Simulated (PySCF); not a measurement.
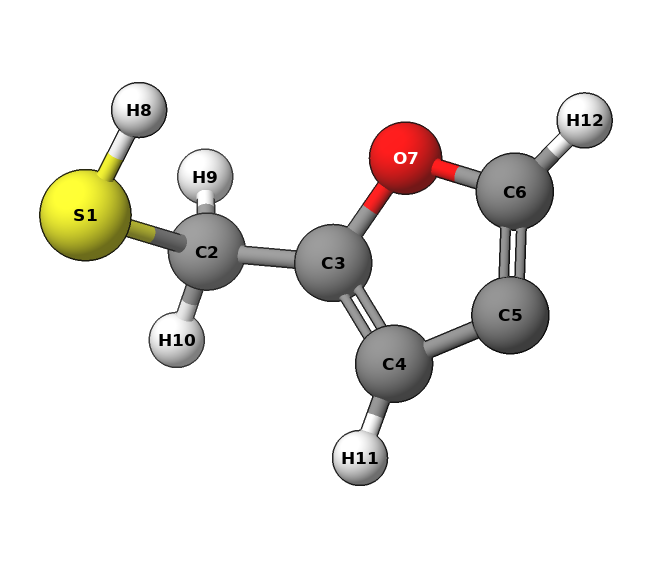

State: neutral, doublet. Computed geometry: GFN2-xTB optimisation. No frequency run is at hand to confirm it as a minimum. Method: UKS B3LYP, pcH-1 on C H O S, non-relativistic (PySCF 2.14.0). Fermi-contact and spin-dipolar terms alone, no spin-orbit part.

Which nucleus has the largest dipolar (anisotropic) hyperfine coupling?

13C at C5: principal values −76.9, −60.3, 137.2 MHz.

List the isotropic and dipolar parts for the most strongly coupled nuclei, one of each equivalent set.

```json
{"atom": "C5", "isotope": "13C", "a_iso (MHz)": "519.9", "dipolar part (MHz)": "−76.9, −60.3, 137.2"}
{"atom": "O7", "isotope": "17O", "a_iso (MHz)": "−11.9", "dipolar part (MHz)": "−19.3, 7.7, 11.6"}
{"atom": "C6", "isotope": "13C", "a_iso (MHz)": "76.7", "dipolar part (MHz)": "−17.2, −0.5, 17.7"}
{"atom": "C4", "isotope": "13C", "a_iso (MHz)": "31.3", "dipolar part (MHz)": "−10.9, −3.5, 14.3"}
{"atom": "H11", "isotope": "1H", "a_iso (MHz)": "20.3", "dipolar part (MHz)": "−6.4, −5.3, 11.6"}
{"atom": "H12", "isotope": "1H", "a_iso (MHz)": "9.1", "dipolar part (MHz)": "−5.8, −4.1, 10.0"}
{"atom": "C3", "isotope": "13C", "a_iso (MHz)": "51.6", "dipolar part (MHz)": "−4.3, −1.4, 5.7"}
{"atom": "H10", "isotope": "1H", "a_iso (MHz)": "2.2", "dipolar part (MHz)": "−1.4, −1.1, 2.5"}
```
